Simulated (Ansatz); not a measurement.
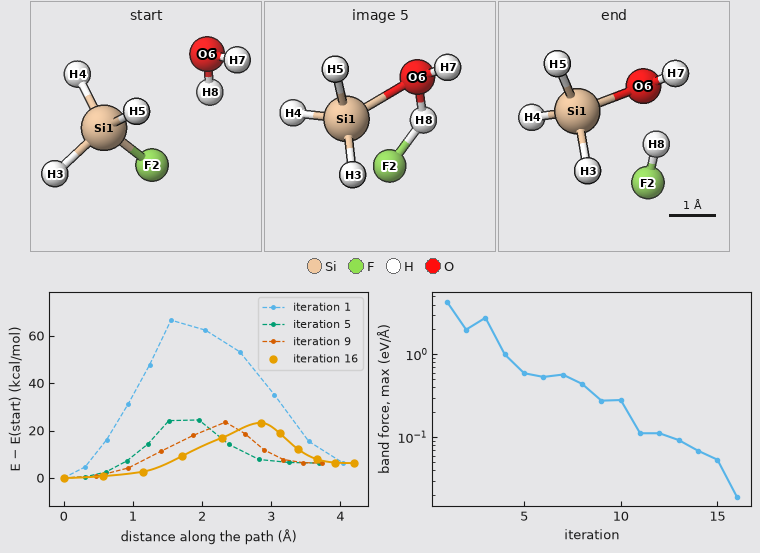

A nudged-elastic-band calculation for SiH$_{5}$OF. Images are numbered from 0 (start) to 10 (end). The plot follows the band through its iterations. A ball-and-stick model, seen from a free direction.

Computed with Ansatz 0.2.0, RKS PBE0-D4/cc-pVDZ. Run with 9 movable images; climbing image; force threshold 0.05 eV/Å; iteration limit 60; starting path through a guess of the saddle point.

**Judge this run.**

The result is final at these settings. The band converged in 16 iterations. The largest component of the band force went from 4.3 to 0.019 eV/Å. The climbing image converged on the top of the path. Its vibrational analysis gives one imaginary mode (571i cm⁻¹), as a transition state must have. The first iteration put the highest image at 66.6 kcal/mol. The energy climbs by 23.3 kcal/mol to image 5 and then falls by 17.0 kcal/mol, so the end point sits at +6.3 kcal/mol.
